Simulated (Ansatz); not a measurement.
# (CdS)2(CdSe)1 [001] superlattice, started as zinc blende: phonons and vibrational spectra, part 2 of 2

How does (CdS)2(CdSe)1 [001] superlattice, started as zinc blende vibrate, and is this structure a minimum?

Ansatz 0.2.0; DFT PBEsol, scalar-relativistic, plane waves, PAW.

So far. Step 4 (Relaxing to small forces for the phonons): The largest force component left is 0.019 meV/Å and the pressure is 0.000 GPa, within the tolerances set. The cell now holds 25.79 Å³/atom. The relaxed cell has a = 4.180, c = 17.717 Å (conventional setting).

The structure was built from a prototype and need not be the compound's stable phase.

### Step 5. Linear response at the zone centre

The zone centre is the only wavevector solved here; it holds the modes that light can see, as far as symmetry allows. The response to a homogeneous field gives the Born charges and the dielectric tensor, and its change with displacement the Raman tensors.

input.yaml

```yaml
crystal:
  lattice:
    - [2.9555293223, 2.9555293223, 0.0]
    - [-2.9555293223, 2.9555293223, 0.0]
    - [2.9555293223, 0.0, 8.8582676883]
  atoms:
    - { symbol: Cd, position: [-0.0056173596, 0.0056173596, 0.0112347193] }
    - { symbol: Cd, position: [0.3333333333, 0.6666666667, 0.3333333333] }
    - { symbol: Cd, position: [0.6722840263, 0.3277159737, 0.6554319474] }
    - { symbol: S, position: [0.4137966207, 0.0862033793, 0.1724067586] }
    - { symbol: S, position: [0.752870046, 0.747129954, 0.4942599081] }
    - { symbol: Se, position: [0.0833333333, 0.4166666667, 0.8333333333] }
kpoints:
  mp_grid: { grid: [8, 8, 8] }
hamiltonian:
  xc: pbesol
scf:
  occupations: { method: fixed }
output:
  eigenvalues: true
phonons:
  method: dfpt
  dielectric: true
  rigid_motions: translations
  raman: true
```

Started as:

```bash
$ ansatz run input.yaml --threads 4 --pin off --max-ram 14336MiB --backend cpu --events-out ev --progress --plain --runs-dir out
```

Numbers of over 12 decimals in the logs are rounded to 6 here.

Output:

```text
Warning: crystal.symmetry: narrowed to the stabiliser of the run's FFT grids — unitary ops 8 → 2. A phonons.method: dfpt run fills in the rows of the dynamical matrix that it does not solve by its symmetry operations, which is exact only for operations that map its FFT grids onto themselves: filled in by any other, the frequencies could depend on the order in which like atoms are typed, or, by more than the grids' own error, on where the crystal sits among the grids' points. Excluded: 6 operations. The run can therefore solve more perturbations, solve them on more k-points, or both, and cost more. [rest of the remark cut]
[...]
Crystal: 6 atoms, lattice volume = 154.757 Å³
Basis set: ecut = 420 eV, 3001 PW (Γ), exchange–correlation on 60×60×144 points (8 copies of the dense FFT grid, shifted against one another)
Bands: 53, of which v1, the nominal top of the filled ones, is band 44 counted from 1 (43 counted from 0)
Symmetry: 8 space group operations
k-points: 260 of 512 (irreducible under 1 space group operation, time reversal used)
[...]
SCF iter   1: F=—  HF=-31749.843102 eV  |F-HF|=—  |Δ(HF+E_count)|=         —  Δρ=4.97e-3  dr2=5.08e-2  ethr=1.77e-3  ⟨swp⟩=5.0  Hψ=41292  notcnv=0  defer=1772
[...]
SCF iter  10: F=-31749.828813 eV  HF=-31749.828813 eV  |F-HF|=7.28e-11  |Δ(HF+E_count)|=  7.06e-10  Δρ=1.41e-7  dr2=5.64e-11  ethr=1.00e-12  ⟨swp⟩=12.4  Hψ=79303  notcnv=0
SCF 1 converged in 10 iterations: F = -31749.828813 eV  dr2 = 5.64e-11
[...]
NSCF: frozen V_eff on 3 k-points
DFPT response loops at Γ: preconditioner auto → Resta (q_TF=auto, 2.483 Å⁻¹)  ε∞=8.8 (no band partly filled); β = 1.00, the filter's whole step (`scf.mixing.beta` (0.50) is not read by the response loops at its default; to damp them type it under 1.00, their step now; it binds the ground state too); Broyden in place of MSR1
── the response to a field inside a basis, on 10×10×8 k-points: an SCF that follows is theirs, and a resumed run solves both again ──
Bands: 45, of which v1, the nominal top of the filled ones, is band 44 counted from 1 (43 counted from 0)
k-points: 220
[...]
Eigensolver: Dense (220 Hₖ)
SCF iter   1: F=—  HF=-31749.744484 eV  |F-HF|=—  |Δ(HF+E_count)|=         —  Δρ=2.87e-4  dr2=3.36e-5  ethr=1.00e-1
[...]
SCF iter   8: F=-31749.744514 eV  HF=-31749.744514 eV  |F-HF|=3.64e-12  |Δ(HF+E_count)|=  8.37e-11  Δρ=6.63e-8  dr2=7.59e-12  ethr=1.00e-12
SCF 1 converged in 8 iterations: F = -31749.744514 eV  dr2 = 7.59e-12
[...]
WARN: field response: ε∞ stands inside a basis, on 10×10×8 points; the force constants stand on the 8×8×8 k-mesh, whose period is 9.01 times the interband length at k = (0.0000, 0.0000, 0.0000), direct gap 0.777 eV, under 14: take them and everything formed from them as unconverged, and compare with a denser kpoints.mp_grid
SCF converged after 10 iterations
Free energy (F): -31749.828813 eV
[...]
Internal energy: -31749.828813 eV  (E = F + TS)
E sigma→0 (E₀):  -31749.828813 eV
Fermi energy:    7.101102 eV
[...]
--- Band table (eV; the first three rows and the last of 260) ---
  k-point 0: bands = [... 40 lower, 5.7168, 7.0479, 7.1011, 7.1011, 7.8781, 10.5712, 10.7215, 11.0972, ... 5 higher]
  k-point 1: bands = [... 40 lower, 5.8160, 6.8031, 7.0630, 7.0630, 8.1382, 10.4986, 10.6837, 11.1129, ... 5 higher]
  k-point 2: bands = [... 40 lower, 6.0104, 6.3712, 6.9566, 6.9566, 8.6126, 10.3651, 10.5050, 11.1157, ... 5 higher]
  k-point 259: bands = [... 40 lower, 4.8656, 4.9304, 5.1676, 5.2226, 10.2933, 11.1135, 11.4906, 11.5838, ... 5 higher]
--- Phonons (Γ-DFPT): 12 representative perturbations + reference, on 260 of 512 k-points (Σ response iterations 45) ---
  ASR residual: 3.889e-5 → 0.000e0 eV/Å²; symmetrization residual: 1.187e-5 eV/Å²
  The last average, over the group as it would stand without the narrowing to the FFT grids, took up to 3.362e-6 eV/Å² of the zone centre's force constants
  ASR residual per site (eV/Å²): 3.14e-5 2.59e-5 3.14e-5 3.89e-5 3.89e-5 8.24e-6
  Γ frequencies (cm⁻¹): 0.00 0.00 0.00 43.10 43.10 52.13 52.13 117.15 124.50 176.45 176.45 185.64 241.56 241.56 246.15 263.09 263.09 278.95
  ε∞ (high-frequency dielectric tensor):
        7.015357     0.000000    -0.000000
        0.000000     7.015357    -0.000000
       -0.000000    -0.000000     6.945280
  ε⁰ (static dielectric tensor: ions relaxed, cell fixed):
       10.501505    -0.000000    -0.000000
       -0.000000    10.501505     0.000000
       -0.000000     0.000000    10.430664
  ε⁰ − ε∞ (ionic part):
        3.486148    -0.000000    -0.000000
       -0.000000     3.486148     0.000000
       -0.000000     0.000000     3.485384
  softest optical mode at Γ: 43.10 cm⁻¹; the repairs (sum rule, projections) moved no ω² at Γ by more than (1.64 cm⁻¹)²
  Born effective charges Z* (e; rows j = field, columns β = displacement):
    site 0:
         2.18426   -0.02553   -0.00000
        -0.02553    2.18426   -0.00000
        -0.00000   -0.00000    2.16074
    site 1:
         2.20990   -0.00000   -0.00000
        -0.00000    2.20990   -0.00000
        -0.00000   -0.00000    2.25636
    site 2:
         2.18426    0.02553   -0.00000
         0.02553    2.18426   -0.00000
         0.00000   -0.00000    2.16074
    site 3:
        -2.28118   -0.00988    0.00000
        -0.00988   -2.28118    0.00000
        -0.00000    0.00000   -2.24920
    site 4:
        -2.28118    0.00988    0.00000
         0.00988   -2.28118    0.00000
         0.00000    0.00000   -2.24920
    site 5:
        -2.01606   -0.00000   -0.00000
        -0.00000   -2.01606   -0.00000
        -0.00000   -0.00000   -2.07944
  Z* charge neutrality: 1.031e-2 e pre-enforcement
  solved inside a basis spanned on kpoints, on 10×10×8 k-points transformed towards the longest dipole: ε∞ is read to err by 2.6e-2, Z* by 2.4e-2 e (field_mesh: kpoints solves on kpoints); Z* is corrected for what the basis lacks
  Raman tensors (in the event stream and the table raman_tensors.tsv): an entry may err by 2.1e-1 Å², one of the second-order susceptibility by 1.4e0 pm/V (basis, points and sum rule); their sum over the sites missed zero by 1.054e-2 Å² ahead of its enforcement
  optical modes at Γ without the LO–TO term, one row a degenerate level:
      ω (cm⁻¹)  modes    IR ((D/Å)²/amu)  static Raman (Å⁴/amu)  depolarisation
         43.10      2             0.0015                 0.2144           0.750
         52.13      2             0.0003                 0.2671           0.750
        117.15      1             0.0486                 0.3833           0.750
        124.50      1             0.0000                30.2892           0.006
        176.45      2             7.0902                 2.3626           0.750
        185.64      1             4.8163                 0.5574           0.750
        241.56      2            16.1439                30.1419           0.750
        246.15      1             6.6405                23.5473           0.750
        263.09      2             0.0396                 0.6719           0.750
        278.95      1             0.0000                35.1436           0.012
  optical modes at Γ + LO–TO along q̂ = [1.0000, 0.0000, 0.0000]:
      ω (cm⁻¹)  modes    IR ((D/Å)²/amu)  static Raman (Å⁴/amu)  depolarisation
         43.10      1             0.0008                 0.1072           0.750
         43.11      1             0.0003                 0.0770           0.750
         52.13      1             0.0002                 0.1335           0.750
         52.13      1             0.0001                 0.1170           0.750
        117.15      1             0.0486                 0.3833           0.750
        124.50      1             0.0000                30.2892           0.006
        176.45      1             3.5451                 1.1813           0.750
        185.64      1             4.8163                 0.5574           0.750
        187.78      1             1.1599                 5.5718           0.750
        241.56      1             8.0720                15.0709           0.750
        246.15      1             6.6405                23.5473           0.750
        262.98      1             0.0462                 0.3022           0.750
        263.09      1             0.0198                 0.3360           0.750
        277.75      1            10.4313                10.7006           0.750
[...]
optical modes at Γ + LO–TO along q̂ = [0.0000, 1.0000, 0.0000]:
      ω (cm⁻¹)  modes    IR ((D/Å)²/amu)  static Raman (Å⁴/amu)  depolarisation
[...]
optical modes at Γ + LO–TO along q̂ = [0.0000, 0.0000, 1.0000]:
      ω (cm⁻¹)  modes    IR ((D/Å)²/amu)  static Raman (Å⁴/amu)  depolarisation
[...]
117.39      1             0.0160                 0.9815           0.750
        124.50      1             0.0000                30.2892           0.006
        176.45      2             7.0902                 2.3626           0.750
        200.68      1             1.5991                13.7046           0.750
        241.56      2            16.1439                30.1419           0.750
        263.09      2             0.0396                 0.6719           0.750
        278.49      1             9.8902                 5.1537           0.750
        278.95      1             0.0000                35.1436           0.012
```

Run time: 61 min. Hardware: 4 threads of Arm Neoverse V2, shared host; peak memory 7.5 GiB; 3.9 h of CPU time.

Reading the cycles: dr2 is the Hartree energy of the density residual (eV), the measure of convergence; HF is the Harris–Foulkes estimate of the energy, which meets the free energy F at convergence.

This step gave:

```
sum-rule residual before enforcement                    : 3.89e-5 eV/Å²
miss of the charge sum rule                             : 0.01031 e
estimated error of the dielectric tensor                : 0.02558
estimated error of the Born charges                     : 0.02441 e
point group                                             : -42m
highest optical mode at the zone centre (no LO-TO term) : 278.9 cm⁻¹
lowest optical zone-centre mode                         : 43.1 cm⁻¹
mean high-frequency dielectric constant                 : 6.992
largest Born charge (third of the trace)                : -2.271 e
mean static dielectric constant                         : 10.48
top of the zone-centre spectrum with the field          : 278.9 cm⁻¹
```

Without the LO-TO term. Patterns of degenerate modes are one choice out of their space. Modes at Γ, with each element's share of the kinetic energy:

```csv
mode,frequency (cm⁻¹),symmetry,Cd %,S %,Se %
1,0.0,acoustic,70,13,16
2,0.0,acoustic,70,13,16
3,0.0,acoustic,70,13,16
4,43.1,E,78,6,16
5,43.1,E,78,6,16
6,52.1,E,86,12,2
7,52.1,E,86,12,2
8,117.2,B2,81,3,16
9,124.5,A1,92,8,0
10,176.4,E,35,1,64
11,176.4,E,35,1,64
12,185.6,B2,35,4,61
13,241.6,E,18,80,2
14,241.6,E,18,80,2
15,246.2,B2,13,80,7
16,263.1,E,13,87,0
17,263.1,E,13,87,0
18,278.9,A1,8,92,0
```

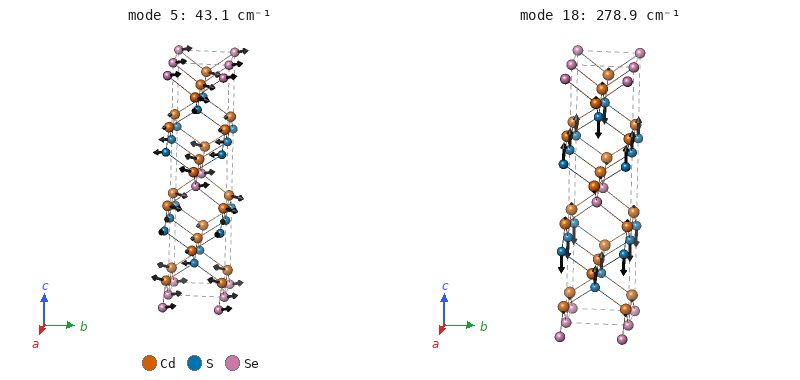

Displacement patterns of modes 5 and 18 at Γ; arrows are exaggerated. 2×1×1 conventional cells are drawn. Some periodic images of atoms are drawn too.

Optical modes at the zone centre, without and with the macroscopic field of the longitudinal modes; each column is sorted by frequency, so a row need not hold one and the same mode. Modes with and without the field, by row:

```csv
rank among optical modes,no field (cm⁻¹),"q along (1, 0, 0) (cm⁻¹)","q along (0, 0, 1) (cm⁻¹)"
1,43.1,43.1,43.1
2,43.1,43.1,43.1
3,52.1,52.1,52.1
4,52.1,52.1,52.1
5,117.2,117.2,117.4
6,124.5,124.5,124.5
7,176.4,176.4,176.4
8,176.4,185.6,176.4
9,185.6,187.8,200.7
10,241.6,241.6,241.6
11,241.6,246.2,241.6
12,246.2,263,263.1
13,263.1,263.1,263.1
14,263.1,277.8,278.5
15,278.9,278.9,278.9
```

Born charge (rows field, columns displacement) (e), principal values of the symmetric part by kind of site:

```csv
atom,atoms with these values,low,middle,high,mean
Cd1,2,2.16,2.16,2.21,2.18
Cd2,1,2.21,2.21,2.26,2.23
S4,2,-2.29,-2.27,-2.25,-2.27
Se6,1,-2.08,-2.02,-2.02,-2.04
```

In full for Se6:

```
-2.02  0.00  0.00
 0.00 -2.02  0.00
 0.00  0.00 -2.08
```

High-frequency dielectric tensor:

```
7.02 0.00 0.00
0.00 7.02 0.00
0.00 0.00 6.95
```

Static dielectric tensor (ions relaxed, fixed cell):

```
10.50  0.00  0.00
 0.00 10.50  0.00
 0.00  0.00 10.43
```

Transverse modes. Lines of the infrared spectrum (strongest = 100):

```csv
position (cm⁻¹),label,relative intensity
43,E,0.0
52,E,0.0
117,B2,0.3
124,A1,0.0
176,E,44
186,B2,30
242,E,100
246,B2,41
263,E,0.2
279,A1,0.0
```

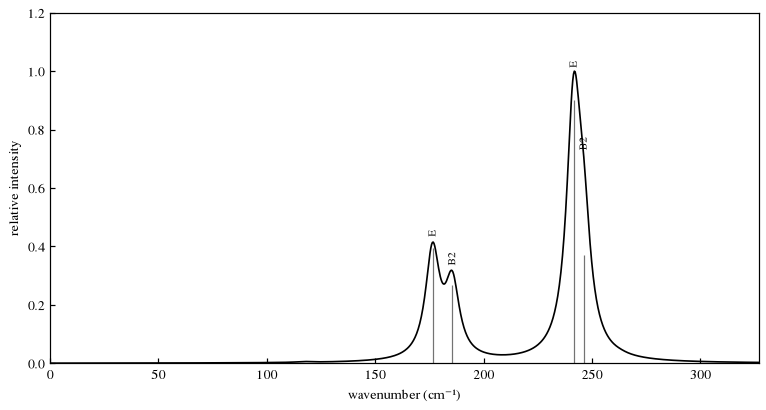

The infrared spectrum, broadened with Lorentzians of width 8 cm⁻¹; bars mark the lines.

Activity x (w_L - w)^4 (n + 1)/w, 532 nm, 300 K; the tensors are static ones, while 532 nm light lies above the computed direct gap, where resonance would change the heights; modes without the macroscopic field alone. Lines of the Raman spectrum (strongest = 100):

```csv
position (cm⁻¹),label,relative intensity
43,E,5.0
52,E,4.3
117,B2,1.4
124,A1,100
176,E,4.3
186,B2,0.9
242,E,33
246,B2,25
263,E,0.6
279,A1,31
```

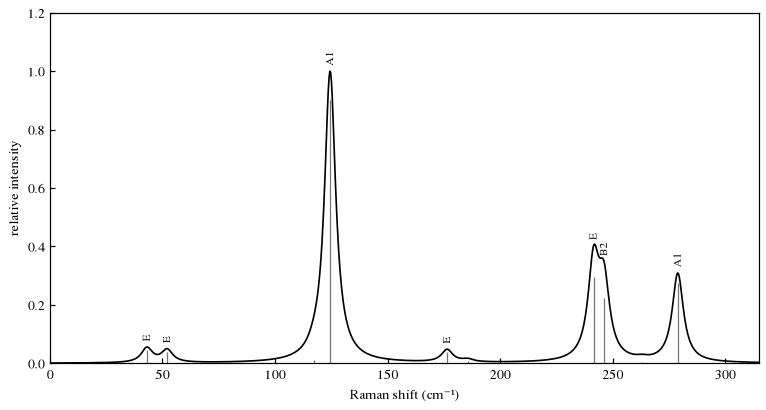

The Raman spectrum, broadened with Lorentzians of width 6 cm⁻¹; bars mark the lines.

Static second-order susceptibility (pm/V), twice the coefficient d of second-harmonic generation. Second order susceptibility, by row:

```csv
field along,xx,yy,zz,yz,xz,xy
x,0,0,0,57.02,0,0
y,0,0,0,0,57.02,0
z,0,0,0,0,0,57.02
```

Before it was imposed, the acoustic sum rule was missed by 3.9e-5 eV/Å² and the charge sum rule by 0.010 e. Small misses are needed for a sound result but don't prove that mesh and cutoff are converged. The lowest optical mode is real, 43.1 cm⁻¹.

The log warns of the k mesh: “the force constants stand on the 8×8×8 k-mesh, whose period is 9.01 times the interband length at k = (0.0000, 0.0000, 0.0000), direct gap 0.777 eV, under 14: take them and everything formed from them as unconverged”.

### Step 6. Isotope substitution, element Cd, natural mass 112.414 amu

An isotope changes the mass and not the force constants, so no new electronic calculation is needed; the shifts show which modes move this element.

The same force constants with the mass of Cd changed from 112.414 to 115.905 u (phonopy, no LO-TO term). Both lists are sorted by frequency; levels can cross, so a row need not hold one and the same mode. Modes under 3 cm⁻¹ are left out. Isotope shifts, by row:

```csv
q,rank,natural mass (cm⁻¹),changed mass (cm⁻¹)
0 0 0,4,43.1,42.59
0 0 0,5,43.1,42.59
0 0 0,6,52.13,51.45
0 0 0,7,52.13,51.45
0 0 0,8,117.2,115.7
0 0 0,9,124.5,122.8
0 0 0,10,176.4,175.5
0 0 0,11,176.4,175.5
0 0 0,12,185.6,184.7
0 0 0,13,241.6,240.9
0 0 0,14,241.6,240.9
0 0 0,15,246.2,245.7
0 0 0,16,263.1,262.6
0 0 0,17,263.1,262.6
0 0 0,18,278.9,278.6
```

A mode of this element alone would shift by -1.52 %. The highest zone-centre frequency without the field goes from 278.9 to 278.6 cm⁻¹ (-0.1 %). The product of the frequency ratios over all optical modes at Γ is 0.900; the product rule, (m/m′)^(3k/2) (M′/M)^(3/2) with k = 3 such atoms and M the mass of the cell, gives 0.900.

### Step 7. Isotope substitution, element S, natural mass 32.06 amu

The same for S, from 32.06 to 33.97 u.

A mode of this element alone would shift by -2.85 %. The highest zone-centre frequency without the field goes from 278.9 to 271.6 cm⁻¹ (-2.6 %). The product of the frequency ratios over all optical modes at Γ is 0.851; the product rule, (m/m′)^(3k/2) (M′/M)^(3/2) with k = 2 such atoms and M the mass of the cell, gives 0.851.

### Step 8. Another isotope, element Se, natural mass 78.971 amu

The same for Se, from 78.97 to 81.92 u.

A mode of this element alone would shift by -1.81 %. The highest zone-centre frequency without the field goes from 278.9 to 278.9 cm⁻¹ (+0.0 %). The product of the frequency ratios over all optical modes at Γ is 0.955; the product rule, (m/m′)^(3k/2) (M′/M)^(3/2) with k = 1 such atoms and M the mass of the cell, gives 0.955.

### Step 9. Summary of results

```json
{"space group after relaxation (within 0.01 Å)": "I-4m2", "volume per atom": "25.8 Å³", "gap on the k-mesh": "0.777 eV", "highest optical mode at the zone centre (no LO-TO term)": "279 cm⁻¹", "top of the zone-centre spectrum with the field": "279 cm⁻¹", "lowest optical zone-centre mode": "43.1 cm⁻¹", "mean high-frequency dielectric constant": "6.99", "mean static dielectric constant": "10.5", "largest Born charge (third of the trace)": "-2.27 e", "imaginary modes at Γ (the only wavevector solved)": "none"}
```

The structure is stable against zone-centre distortions, since no mode there is imaginary; other wavevectors were not solved, so zone-boundary instabilities are untested. Without the field, the optical modes at Γ span 43 to 279 cm⁻¹. No dispersion was computed. The highest mode in this list at Γ, 278.9 cm⁻¹, is mostly motion of S (92 % of the kinetic energy). The macroscopic field leaves the top of the zone-centre spectrum where it is. Lattice motion raises the mean dielectric constant from 6.992 to 10.48. The strongest infrared line is at 242 cm⁻¹. Averaged over orientations, the strongest Raman line at 532 nm and 300 K is at 124 cm⁻¹. The tensors are the static, non-resonant ones, while 532 nm light (2.33 eV) lies above the computed gap. With the field response the log warns that the k mesh is coarse for the force constants too, so the frequencies may not be converged. The starting cell was built on a prototype and not taken from a measurement, so the phase need not exist. These are harmonic frequencies at zero temperature: anharmonic shifts, linewidths and thermal expansion are left out.

[Logs are printed without paths, hosts, clocks, repeated set-up lines and the standing remarks that a program may print on its own settings, such as how far it seeks lower states.]

[Hosts, paths, dates, database ids (printed as entryN), source tags and the programs' standing remarks are cut or masked in the printed files.]
